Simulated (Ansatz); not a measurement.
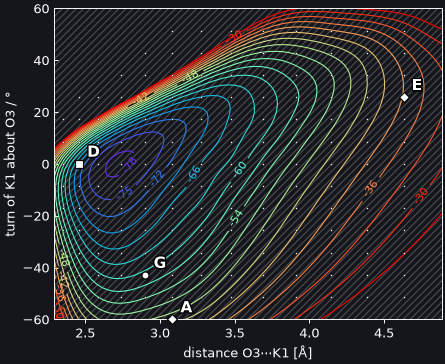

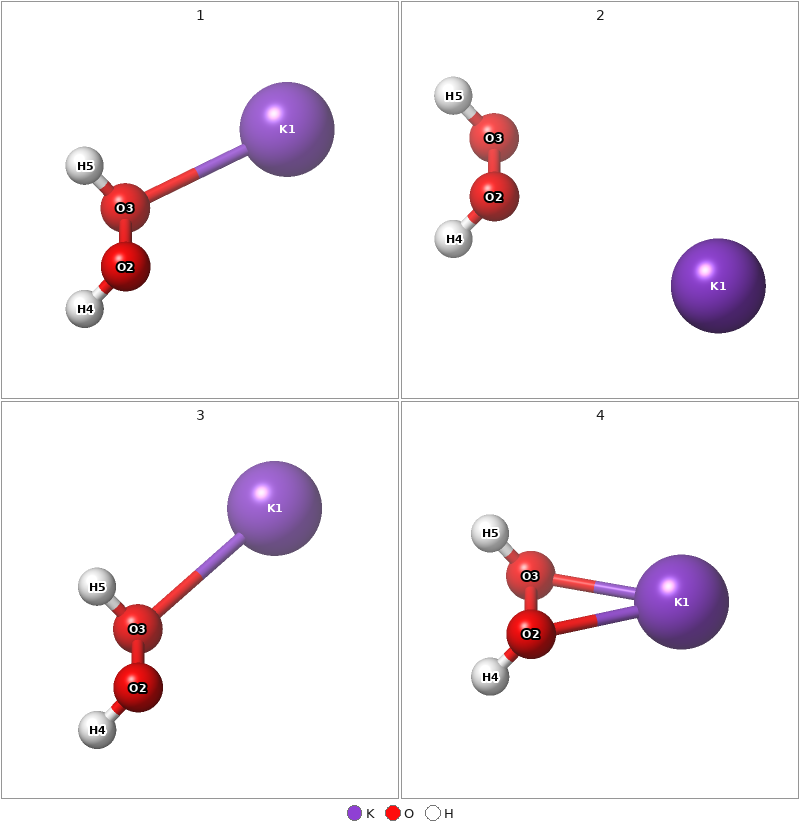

H₂KO₂, charge +1. The turn is about an axis along (−0.81, −0.58, −0.03) in the frame of the relaxed pair, normal to the line between the partners. Coordinates scanned: (1) distance O3···K1; (2) turn of K1 about O3. The grid has 15 × 15 points. At 24 points there is no value (left out of the scan, as a rule where atoms come close). Energies: kJ/mol, counted from the ion and the molecule far apart, frozen as in the relaxed pair, each in its own basis (no counterpoise correction). Computed with Ansatz, RKS PBE0-D4/def2-TZVPD.

Drawn: contour lines labelled in kJ/mol (none above −27), dots at the grid points, hatched blanks where no value was computed, lettered points. Between grid points the surface is interpolated. The numbered pictures are the structures at these points, in random order.

### Which structure belongs to which point?

A is structure 3: distance O3···K1 = 3.082 Å, turn of K1 about O3 = −60.0°, −46.3 kJ/mol; D is structure 4: distance O3···K1 = 2.458 Å, turn of K1 about O3 = 0.0°, −68.8 kJ/mol; E is structure 2: distance O3···K1 = 4.632 Å, turn of K1 about O3 = 25.7°, −38.8 kJ/mol; G is structure 1: distance O3···K1 = 2.903 Å, turn of K1 about O3 = −42.9°, −59.1 kJ/mol.
